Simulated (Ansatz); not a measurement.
```xyz
7

C    -0.0749   -2.7858    0.7508
F    -3.7426   -0.4946   -1.6378
Se   -1.3177   -1.2479    0.6192
Sn   -2.5169   -2.0330   -1.5279
H    -0.2494   -3.2955    1.7069
H    -0.2239   -3.5014   -0.0714
H     0.9545   -2.4071    0.7154
```

Geometry: B3LYP-D3(BJ)/def2-SVP; core potentials replace the inner electrons of Sn.

Computed with isolated molecule in a Gaussian basis; Kohn-Sham density functional theory, functional PBE0 (Ansatz 0.2.0).

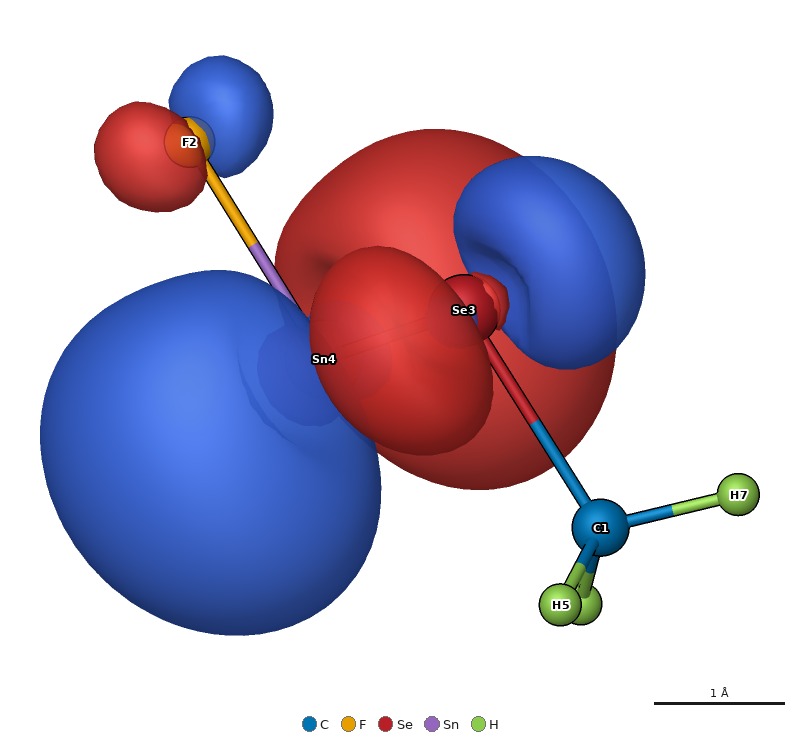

CH₃FSeSn. One frontier orbital at ±0.1 Å⁻³ᐟ² (red and blue are the two phases), seen at an oblique angle.

**Which orbital is it: HOMO or LUMO?**

The LUMO, at −2.62 eV. By Hirshfeld shares it lies mainly on Sn4 (about 80 %) and Se3 (about 15 %).
